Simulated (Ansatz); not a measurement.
# One shape, several levels: CuCl (cuprous chloride)

Aim: a comparison of 6 runs (HF/STO-3G, HF/3-21G, CAM-B3LYP/def2-SVP, PBE0/def2-SVP, B3LYP/6-31G*, CAM-B3LYP/def2-TZVP) of CuCl (cuprous chloride). 

The calculation is run with Ansatz 0.2.0.

2 further runs of the same task are left out: 2 set aside as unsound or not needed.

**1. The molecule**

The species is CuCl (2 atoms), meant as a singlet with charge 0. SMILES: `[Cl][Cu]`. The coordinates come from a PBE0-D4/def2-TZVP relaxation.

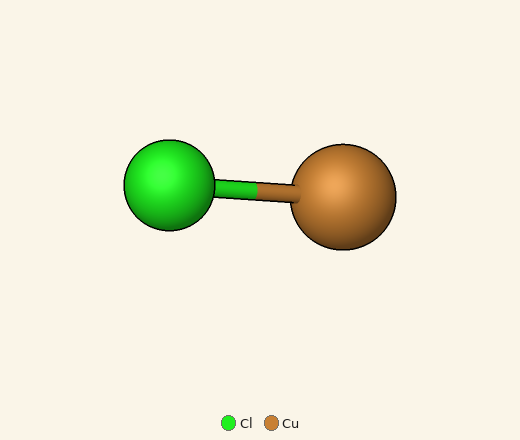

Viewed from a chosen angle; chlorine green, copper orange.

**2. Energy and gradient at HF/STO-3G (run 1)**

File job.yaml:

```yaml
crystal:
  periodic: [false, false, false]
  atoms:
    - {symbol: Cl, position_ang: [0.898300, -0.345200, 0.446400]}
    - {symbol: Cu, position_ang: [-0.868800, 0.285000, -0.442400]}
basis:
  gaussian: {orbitals: STO-3G}
hamiltonian: {xc: hf}
accuracy: high
output: {forces: true, orbitals: {seedname: orbitals}}
```

Run with:

```bash
$ ansatz run job.yaml --threads 1 --pin off --max-ram 2610MiB --events-out events.jsonl --progress --plain --runs-dir runs
```

Standard output:

```text
Warning: RAYON_NUM_THREADS=1 ignored (pool sized by the plan → 1); use --threads N
Functional definition: HF
  name "HF"
  exchange = exact_x
  correlation = 0
371 factors; integrals over basis functions are off by at most 5.1e-9 eV
mean field evaluation 1: about -56226.6857 eV, gradient 2.0e2 eV
mean field evaluation 2: about -56231.6298 eV, gradient 1.9e2 eV
mean field evaluation 4: about -56451.8818 eV, gradient 2.8e1 eV
mean field evaluation 8: about -56460.7193 eV, gradient 5.9e-1 eV
mean field evaluation 16: about -56462.5119 eV, gradient 1.4e-6 eV
mean field evaluation 32: about -56462.5527 eV, gradient 1.0e-2 eV
mean field evaluation 64: about -56462.0853 eV, gradient 2.9e-1 eV
mean field evaluation 96: about -56462.5546 eV, gradient 3.8e-1 eV
mean field evaluation 128: about -56462.5783 eV, gradient 2.7e-1 eV
mean field evaluation 160: about -56462.4042 eV, gradient 3.3e-1 eV
mean field evaluation 192: about -56461.7425 eV, gradient 1.1e1 eV
mean field evaluation 224: about -56423.1421 eV, gradient 4.2e1 eV
mean field evaluation 256: about -56452.0112 eV, gradient 3.9e0 eV
mean field evaluation 288: about -56462.5119 eV, gradient 2.2e-3 eV
mean field evaluation 320: about -56364.6824 eV, gradient 9.7e1 eV
mean field -56462.61843870 eV, -2074.9629558849 hartree, gradient 4.2e-8 eV, S^2 0.000000; 6 other end points of the search recorded, 0 dependent functions left out
the calculation of the forces begins
reference -56462.61843870 eV, -2074.9629558849 hartree; 23, 23 occupied and 4, 4 virtual orbitals, 371 factors
Total energy: -56462.61843870 eV, -2074.9629558849 hartree
Atom 0 at     0.898300    -0.345200     0.446400 Å, force     0.057196    -0.020398     0.028768 eV/Å
Atom 1 at    -0.868800     0.285000    -0.442400 Å, force    -0.057196     0.020398    -0.028768 eV/Å
Dipole moment:    -0.072030     0.060133    -0.036229 e Å
```

It took 0.81 s on 1 thread of Arm Neoverse V2, shared host.

**3. Energy and gradient at HF/3-21G (run 2)**

File run.yaml:

```yaml
crystal:
  periodic: [false, false, false]
  atoms:
    - {symbol: Cl, position_ang: [0.898300, -0.345200, 0.446400]}
    - {symbol: Cu, position_ang: [-0.868800, 0.285000, -0.442400]}
basis:
  gaussian:
    orbitals: 3-21G-spherical.json
hamiltonian:
  xc: hf
accuracy: high
output: {forces: true, orbitals: {seedname: orbitals}}
```

The basis set 3-21G is read from a file made from the Basis Set Exchange's data (not shown).

Run with:

```bash
$ ansatz run run.yaml --threads 1 --pin off --max-ram 2610MiB --events-out events.jsonl --progress --plain --runs-dir runs
```

Standard output (excerpt; [...] marks lines left out):

```text
Warning: RAYON_NUM_THREADS=1 ignored (pool sized by the plan → 1); use --threads N
[... 2 set-up lines as earlier in the session ...]
[...]
697 factors; integrals over basis functions are off by at most 4.7e-9 eV
[...]
mean field -56818.43254526 eV, -2088.0388831215 hartree, gradient 3.4e-8 eV, S^2 0.000000; 0 other end points of the search recorded, 0 dependent functions left out
[...]
reference -56818.43254526 eV, -2088.0388831215 hartree; 23, 23 occupied and 17, 17 virtual orbitals, 697 factors
Total energy: -56818.43254526 eV, -2088.0388831215 hartree
Atom 0 at     0.898300    -0.345200     0.446400 Å, force     0.183368    -0.065395     0.092229 eV/Å
Atom 1 at    -0.868800     0.285000    -0.442400 Å, force    -0.183368     0.065395    -0.092229 eV/Å
Dipole moment:    -1.205045     0.429755    -0.606103 e Å
```

Wall time 0.64 s (1 thread of Arm Neoverse V2, shared host).

Runs 3 to 4 aren't shown in full; the table further down has their settings and results.

**4. Energy and gradient at B3LYP/6-31G(d) (spherical functions) (run 5)**

File in.yaml:

```yaml
basis:
  gaussian:
    orbitals: 6-31G_st_-spherical.json
crystal:
  periodic: [false, false, false]
  atoms:
    - symbol: Cl
      position_ang: [0.898300, -0.345200, 0.446400]
    - symbol: Cu
      position_ang: [-0.868800, 0.285000, -0.442400]
hamiltonian:
  xc: {name: B3LYP}
accuracy: high
output:
  forces: true
  orbitals: {seedname: orbitals}
```

The basis set 6-31G* is read from a file made from the Basis Set Exchange's data (not shown).

Run with:

```bash
$ ansatz run in.yaml --threads 1 --pin off --max-ram 2610MiB --events-out events.jsonl --progress --plain --runs-dir runs
```

Standard output (excerpt; [...] marks lines left out):

```text
Warning: RAYON_NUM_THREADS=1 ignored (pool sized by the plan → 1); use --threads N
Functional definition: B3LYP
  name "B3LYP"
[...]
914 factors; integrals over basis functions are off by at most 4.0e-9 eV
[...]
mean field -57155.98537200 eV, -2100.4437207026 hartree, gradient 2.4e-8 eV, S^2 0.000000; 0 other end points of the search recorded, 0 dependent functions left out
[...]
reference -57155.98539834 eV, -2100.4437216706 hartree; 23, 23 occupied and 29, 29 virtual orbitals, 914 factors
Total energy: -57155.98539834 eV, -2100.4437216706 hartree
Atom 0 at     0.898300    -0.345200     0.446400 Å, force    -0.783098     0.279276    -0.393876 eV/Å
Atom 1 at    -0.868800     0.285000    -0.442400 Å, force     0.783098    -0.279276     0.393876 eV/Å
Dipole moment:    -0.876542     0.312601    -0.440875 e Å
```

Run time: 4.5 s. Hardware: 1 thread of Arm Neoverse V2, shared host.

**5. Energy and forces at CAM-B3LYP/def2-TZVP (run 6)**

File job.yaml:

```yaml
basis:
  gaussian:
    orbitals: def2-TZVP
crystal:
  periodic: [false, false, false]
  atoms:
    - symbol: Cl
      position_ang: [0.898300, -0.345200, 0.446400]
    - symbol: Cu
      position_ang: [-0.868800, 0.285000, -0.442400]
hamiltonian:
  xc: {name: CAM-B3LYP}
accuracy: high
output:
  forces: true
  orbitals: {seedname: orbitals}
```

Run with:

```bash
$ ansatz run job.yaml --threads 1 --pin off --max-ram 2610MiB --events-out events.jsonl --progress --plain --runs-dir runs
```

Standard output (excerpt; [...] marks lines left out):

```text
Warning: RAYON_NUM_THREADS=1 ignored (pool sized by the plan → 1); use --threads N
Functional definition: CAM-B3LYP
  name "CAM-B3LYP"
[...]
1343 factors; integrals over basis functions are off by at most 4.4e-9 eV
278 factors; integrals over basis functions are off by at most 1.6e-9 eV
[...]
mean field -57168.07107365 eV, -2100.8878620462 hartree, gradient 8.3e-8 eV, S^2 0.000000; 0 other end points of the search recorded, 0 dependent functions left out
[...]
reference -57168.07108778 eV, -2100.8878625656 hartree; 23, 23 occupied and 59, 59 virtual orbitals, 1343 factors
Total energy: -57168.07108778 eV, -2100.8878625656 hartree
Atom 0 at     0.898300    -0.345200     0.446400 Å, force     0.021157    -0.007545     0.010641 eV/Å
Atom 1 at    -0.868800     0.285000    -0.442400 Å, force    -0.021157     0.007545    -0.010641 eV/Å
Dipole moment:    -0.934637     0.333319    -0.470095 e Å
```

Run time: 6.6 s. Hardware: 1 thread of Arm Neoverse V2, shared host; peak memory 0.23 GiB.

**6. All runs side by side**

```tsv
run	level	energy (Eh)	dipole moment (D)	HOMO energy (eV)	LUMO energy (eV)	wall time
1	HF/STO-3G	-2074.962956	0.48	-7.45	2.75	0.81 s
2	HF/3-21G	-2088.038883	6.80	-9.53	0.01	0.64 s
3	CAM-B3LYP/def2-SVP	-2100.473623	5.26	-8.20	-1.62	3.6 s
4	PBE0/def2-SVP	-2099.966517	5.30	-6.82	-2.41	3.6 s
5	B3LYP/6-31G* (spherical functions)	-2100.443722	4.95	-6.14	-3.09	4.5 s
6	CAM-B3LYP/def2-TZVP	-2100.887863	5.27	-8.82	-2.04	6.6 s
```

**7. Summary of results**

```
                       quantity           value
            run 6: total energy  -2100.88786 Eh
           run 6: dipole moment          5.27 D
             run 6: HOMO energy        -8.82 eV
             run 6: LUMO energy        -2.04 eV
           run 6: HOMO–LUMO gap         6.78 eV
run 6: largest force on an atom      0.025 eV/Å
```

**Reading.** The dipole moment (its size) runs from 0.48 D (HF/STO-3G) to 6.80 D (HF/3-21G). So wide a spread suggests that the runs ended on unlike SCF solutions, not only an effect of the method. The HOMO–LUMO gap runs from 3.05 eV (B3LYP/6-31G*) to 10.21 eV (HF/STO-3G). The two ends differ in method and basis. Totals of different functionals can't be ranked against each other. In run 1 the basis is minimal, so the values are rough. All runs together took 20 s, the longest 6.6 s.
